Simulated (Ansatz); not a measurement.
# How methods differ on BH2Br (SMILES [H]B([H])Br)

BH2Br has 4 atoms, charge 0, and is taken as a singlet. SMILES: `[H]B([H])Br`. The coordinates come from a GFN2-xTB relaxation.

```xyz
4

B     0.0910    0.1509   -0.0004
H     1.2598    0.1091    0.0153
H    -0.4901    1.1658   -0.0191
Br   -0.8607   -1.4257    0.0043
```

Each level gives the energy change with the B1–H2 bond stretched from 1.170 to 2.339 Å (eV). The values are calculated.

```json
{"level": "HF/STO-3G (restricted)", "kind": "Hartree–Fock", "program": "Ansatz", "value (eV)": "7.12", "less FCI/STO-3G": "+2.50"}
{"level": "BLYP/STO-3G (restricted)", "kind": "GGA", "program": "Ansatz", "value (eV)": "4.97", "less FCI/STO-3G": "+0.35"}
{"level": "r2SCAN/STO-3G (restricted)", "kind": "meta-GGA", "program": "Ansatz", "value (eV)": "5.45", "less FCI/STO-3G": "+0.83"}
{"level": "B3LYP/STO-3G (restricted)", "kind": "global hybrid", "program": "Ansatz", "value (eV)": "5.49", "less FCI/STO-3G": "+0.87"}
{"level": "wB97X/STO-3G (restricted)", "kind": "range-separated hybrid", "program": "Ansatz", "value (eV)": "6.00", "less FCI/STO-3G": "+1.38"}
{"level": "RPA@PBE/STO-3G (restricted)", "kind": "RPA", "program": "Ansatz", "value (eV)": "4.98", "less FCI/STO-3G": "+0.36"}
{"level": "MP2/STO-3G (restricted)", "kind": "perturbation theory", "program": "Ansatz", "value (eV)": "5.73", "less FCI/STO-3G": "+1.11"}
{"level": "CCSDT/STO-3G (restricted)", "kind": "coupled cluster or CI", "program": "Ansatz", "value (eV)": "4.62", "less FCI/STO-3G": "0.00"}
{"level": "FCI/STO-3G", "kind": "exact in the basis", "program": "Ansatz", "value (eV)": "4.62", "less FCI/STO-3G": "0.00"}
```

FCI/STO-3G is exact within its basis and frozen core, so for wave-function methods in that basis the difference is their error; functionals converge differently with the basis, so for them it is only a difference. Spin-restricted single references rise too steeply as a bond breaks, Hartree–Fock most of all. Perturbation and coupled-cluster corrections on them can overshoot downwards. All-electron rows without a relativistic Hamiltonian named are non-relativistic. The first shape isn't each level's own minimum. The values span 4.62 to 7.12 eV. All rows use very small basis sets, so even the best lies far from the true value. In the correlated wave-function rows the outer d shell of Br is correlated, in sets not made for it.

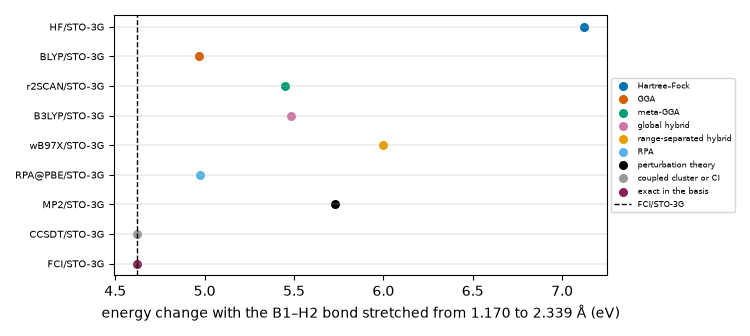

The values of the table, level by level.
